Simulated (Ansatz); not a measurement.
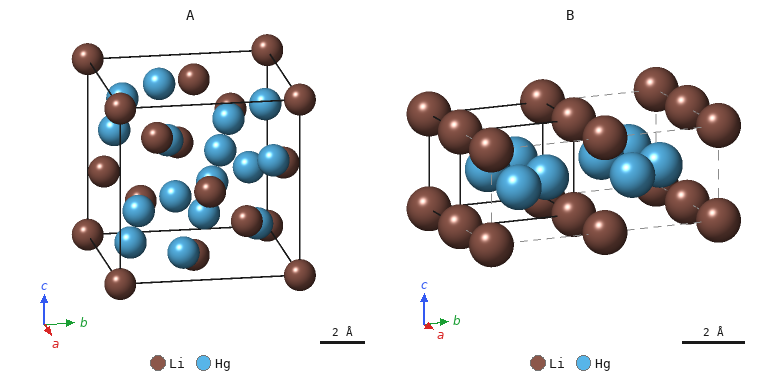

Two structures of LiHg2, each relaxed to rest (conventional cells in solid outline, small ones repeated, not to one scale). Method: DFT PBE, scalar-relativistic, plane waves, PAW (Ansatz), without spin polarisation.

> Characterise the two forms.

A: cubic Laves phase (C15, MgCu₂ type), Fd-3m. B: AlB₂ type, P6/mmm.

> Which has the lower energy, and by how much?

B is lower, by 160 meV/atom at this level of theory (energies at zero smearing). Volumes: A 24.8, B 22.3 Å³/atom.

One or both may be structure types tried for this composition rather than known phases.
